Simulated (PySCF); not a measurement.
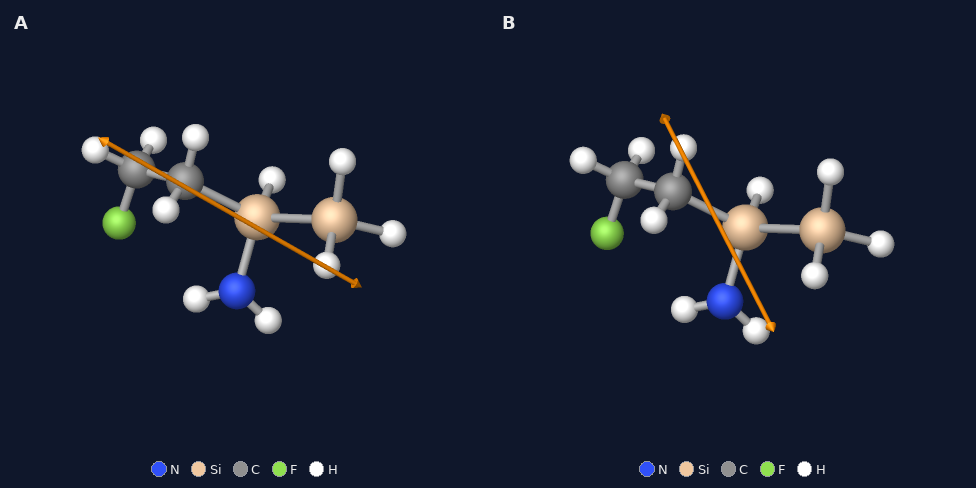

The double arrows show the directions of two transition dipoles from the ground state (lengths mean nothing). Computed geometry: GFN2-xTB optimisation. No frequency run is at hand to confirm it as a minimum. Method: TDDFT PBE0/def2-SVPD, vertical, gas phase, core orbitals frozen in the response (PySCF 2.14.0).

Question: One belongs to singlet state 2 and one to singlet state 6. Which is which?

Answer: A: state 6, 7.36 eV (168 nm), oscillator strength 0.034, mainly HOMO−1 → LUMO+1 (weight 0.84).
B: state 2, 6.31 eV (197 nm), oscillator strength 0.017, mainly HOMO → LUMO+1 (weight 0.97).

The geometry is semi-empirical. Around Si such bond lengths and angles can be off by a tenth of an ångström or more and by several degrees, and values that hang on the shape move with them.
